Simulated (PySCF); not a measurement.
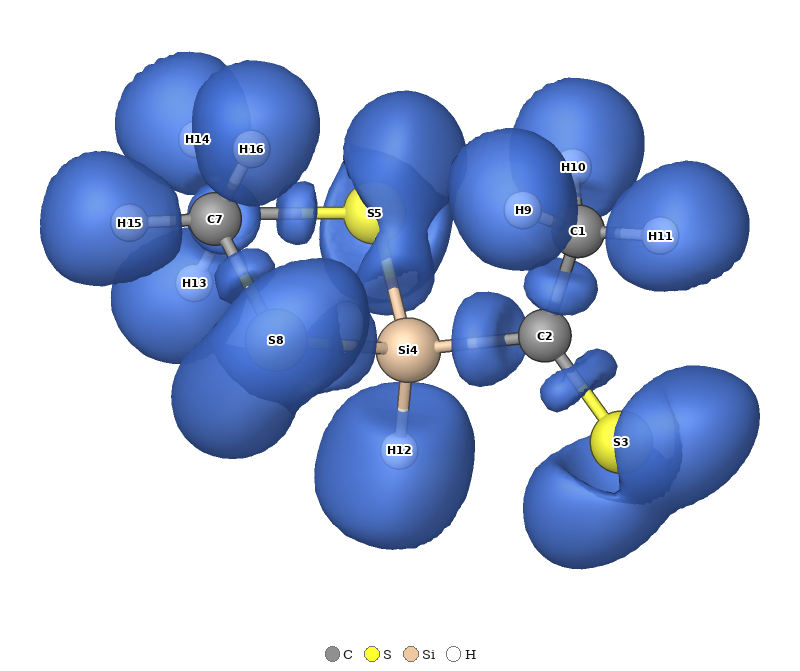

*C4H8S3Si. Isosurface of the electron localisation function at 0.8 (blue), seen at a tilt. Core shells and regions of very low density are left out.*

Geometry: GFN2-xTB.

Theory: PBE0/pcSseg-1, SCF density, gas phase, non-relativistic (PySCF).

Input file:

```
{"job": {"kind": "nmr", "xc": "PBE0", "basis": "pcSseg-1"}, "charge": 0, "multiplicity": 1}
C     -2.422069     0.680412     0.993635
C     -2.121354     0.030421    -0.304735
S     -3.253872    -0.205261    -1.445591
Si    -0.370038    -0.546200    -0.708612
S      0.501451    -1.544765     0.977916
C      2.162369    -0.877277     0.639234
C      2.103377     0.618235     0.443685
S      1.016014     1.078593    -0.953879
H     -1.844226     1.602622     1.083122
H     -2.112116     0.025469     1.810028
H     -3.481710     0.908745     1.084706
H     -0.330472    -1.383356    -1.897102
H      2.556757    -1.379962    -0.243552
H      2.778520    -1.126765     1.502620
H      3.089113     1.016307     0.205064
H      1.720656     1.111726     1.337018
```

Launched as:

```sh
OMP_NUM_THREADS=1 python probes_run.py task.json out
```

Question: Where are the electrons localised?

Answer: At this value the surface marks out two regions between bonded C–C atoms (shared pairs), three regions between bonded C–S atoms (shared pairs), one region between bonded C–Si atoms (shared pairs), eight regions around hydrogen nuclei, two regions on S in which the atom's valence shell and bonds are merged and one ring or bowl of non-bonding electrons around S. Profiles from the grid: C–C (1.48 Å): the ELF peaks at about 0.95 between the atoms: a shared electron pair. C–S (1.62 Å): the ELF peaks at about 0.90 between the atoms: a covalent bond.
